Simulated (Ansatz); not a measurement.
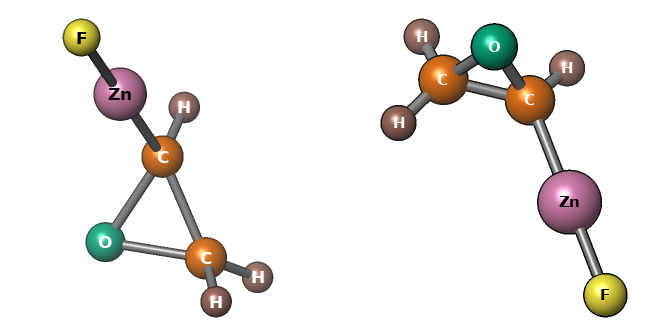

Both panels show the same species.

The computed structure is the end point of a PBE0-D4/def2-TZVP optimisation.

Identify the structure.

Formula C2H3FOZn. As SMILES it reads `[F][Zn][C@H]1CO1`. Among its groups: ether. The point group is C1. Coordination, clear cases only: 1 Zn linear.

The parts below concern this one geometry. Atoms keep their numbers from picture to picture.

### Geometry

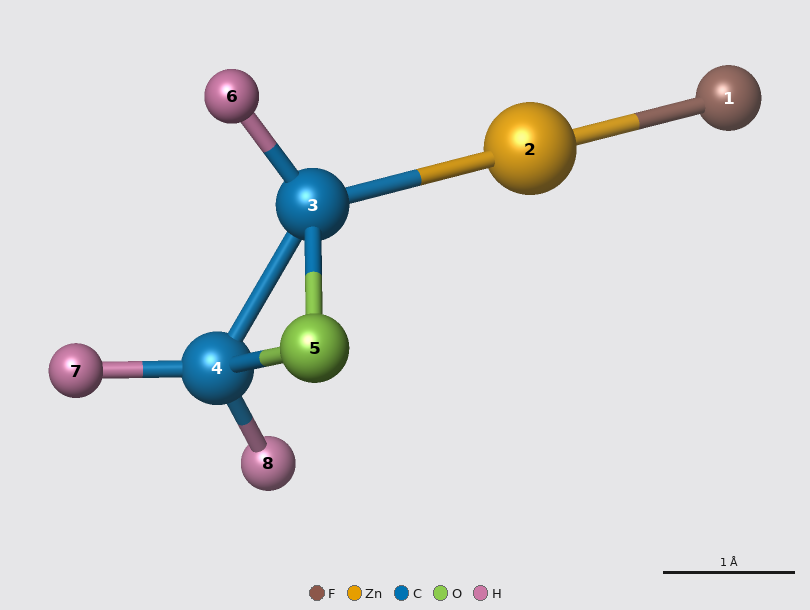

The atoms are numbered.

List the bonds and their lengths.

```json
{"bond": "F1–Zn2", "length (Å)": "1.750"}
{"bond": "Zn2–C3", "length (Å)": "1.921"}
{"bond": "C3–C4", "length (Å)": "1.470"}
{"bond": "C3–O5", "length (Å)": "1.435"}
{"bond": "C3–H6", "length (Å)": "1.090"}
{"bond": "C4–O5", "length (Å)": "1.409"}
{"bond": "C4–H7", "length (Å)": "1.088"}
{"bond": "C4–H8", "length (Å)": "1.088"}
```

### Vibrations

Harmonic vibrations computed with RKS PBE0-D4/def2-TZVP (Ansatz 0.2.0) at a stationary point of the same level.

List the wavenumbers.

18 modes: 102, 111, 252, 280, 516, 685, 858, 930, 952, 1091, 1163, 1178, 1278, 1340, 1528, 3097, 3103, 3184 cm⁻¹.

### Levels of theory compared

Program: Ansatz 0.2.0.

Tabulate HOMO energy (eV), dipole (D), HOMO–LUMO gap (eV) at these levels: B3LYP-D4/def2-TZVPP; PBE-D4/def2-TZVPP; r2SCAN-D4/def2-TZVPP; ωB97M-V/def2-TZVPP.

```tsv
level	HOMO energy (eV)	dipole (D)	HOMO–LUMO gap (eV)
B3LYP-D4/def2-TZVPP	−7.52	2.90	6.45
PBE-D4/def2-TZVPP	−6.27	2.80	4.69
r2SCAN-D4/def2-TZVPP	−6.54	2.85	5.28
ωB97M-V/def2-TZVPP	−10.05	2.79	10.85
```

### Charges

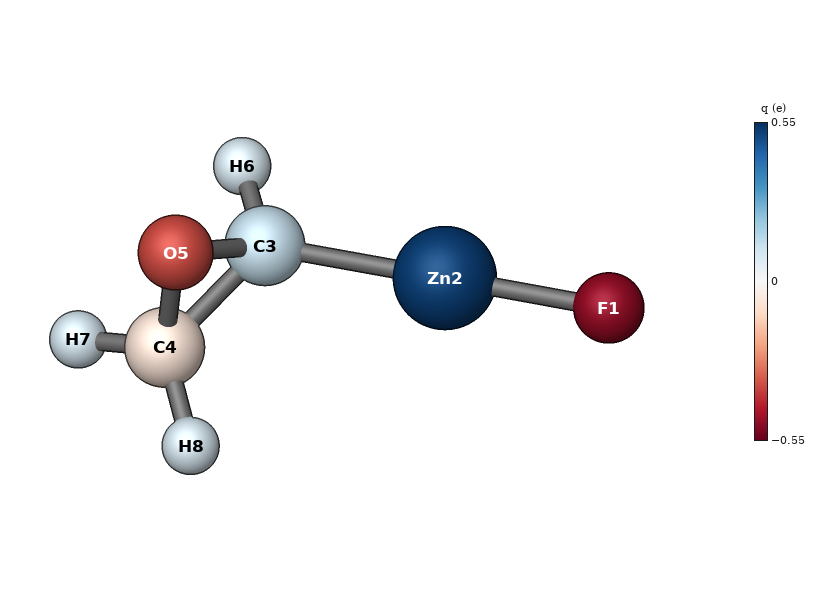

Atoms are coloured by their Mulliken charges. Level of theory: RKS B3LYP-D4/def2-TZVPP (Ansatz 0.2.0).

Which atom carries the highest charge (most positive or least negative)?

Zn2 (0.52 e).

And the lowest?

F1 (−0.48 e).

Give the Mulliken charges atom by atom.

```tsv
atom	value (e)
F1	−0.48
Zn2	0.52
C3	0.13
C4	−0.07
O5	−0.36
H6	0.08
H7	0.09
H8	0.09
```

Mulliken values depend strongly on the basis set and can even reverse the polarity of a bond.
